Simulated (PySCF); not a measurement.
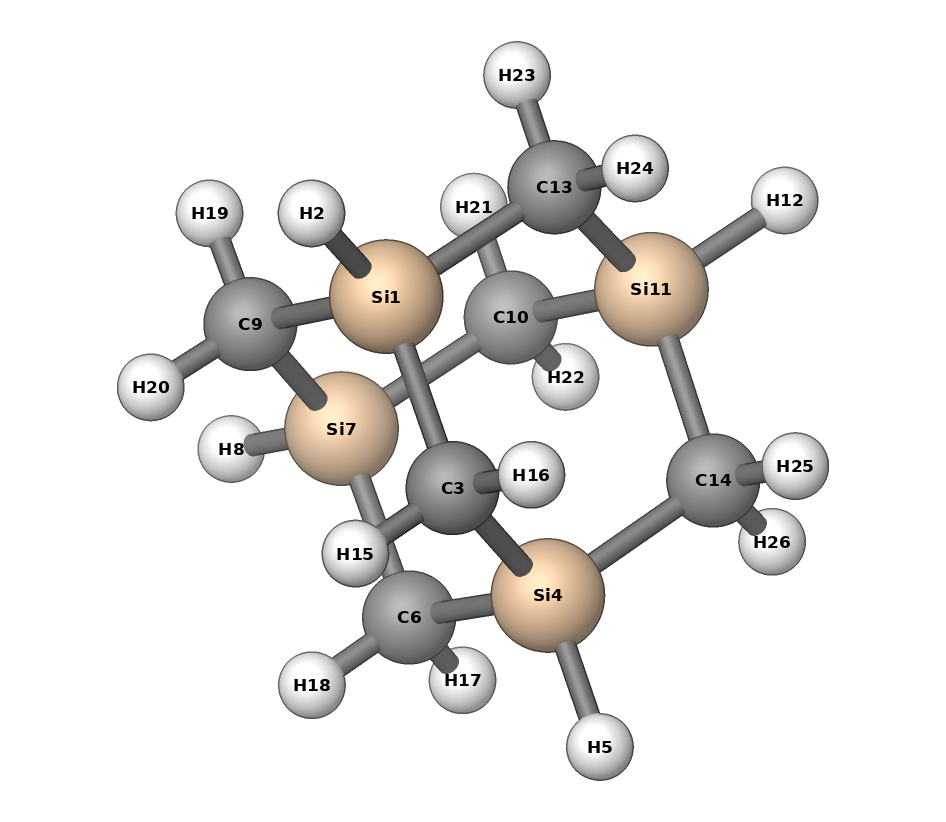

The computed structure is the end point of a PBE0-D3(BJ)/def2-SVP optimisation. No frequency run is at hand to confirm it as a minimum. Level of theory: delta-SCF UKS SCAN, pcX-2 on the ionised atom (unc-x2c-TZVPall on a metal), pcseg-1 elsewhere, spin-free X2C (PySCF 2.14.0).

Give the core-electron binding energies (to vacuum; p and d levels without spin–orbit splitting) of Si1 1s, Si1 2p, C3 1s.

```csv
atom,level,binding energy (eV)
Si1,1s,1845.7
Si1,2p,106.1
C3,1s,289.3
```
